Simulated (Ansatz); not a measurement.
# Exact exchange and the HOMO–LUMO gap of CH2FI (fluoroiodomethane)

CH2FI: 5 atoms, total charge 0, spin state singlet. As SMILES, `FCI`. The shape is that of a PBE0-D4/def2-TZVP optimisation.

The HOMO–LUMO gap y, in eV, basis def2-SVP with a core potential; a is the functional's share of exact exchange. Programs: Ansatz 0.2.0.

```
functional  program     a  y (eV)
       PBE   Ansatz     0    4.48
    revPBE   Ansatz     0    4.51
     B3LYP   Ansatz   0.2       ?
   r2SCAN0   Ansatz  0.25    6.90
      PBE0   Ansatz  0.25    6.60
     BHLYP   Ansatz   0.5    8.63
```

Fit y = c + s·a to the known rows and predict B3LYP.


1. Means of the 5 rows: a = 0.2000, y = 6.224.
2. Σ(Δa)² = 0.175, Σ(Δa·Δy) = 1.466, so the slope is 1.466/0.175 = 8.3771.
3. Intercept: 6.224 − (8.3771) × 0.2000 = 4.549. The largest residual of the fit is 0.26.
4. B3LYP: 4.549 + (8.3771) × 0.2 = 6.22 eV.

The run gave 6.10 eV, so the prediction is off by +0.12 eV, within the scatter of the fit. Exact exchange lowers occupied levels and raises empty ones. The rows mix families of semi-local functionals, which the line can't see.

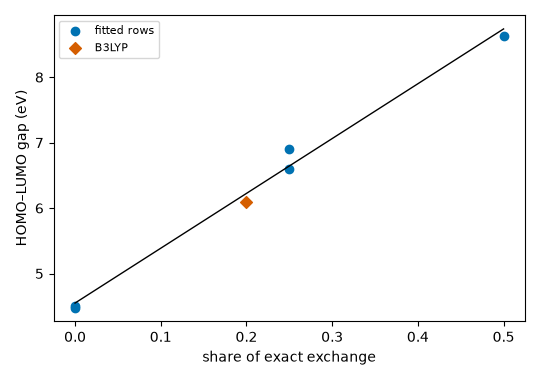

The fitted line, with the withheld row.
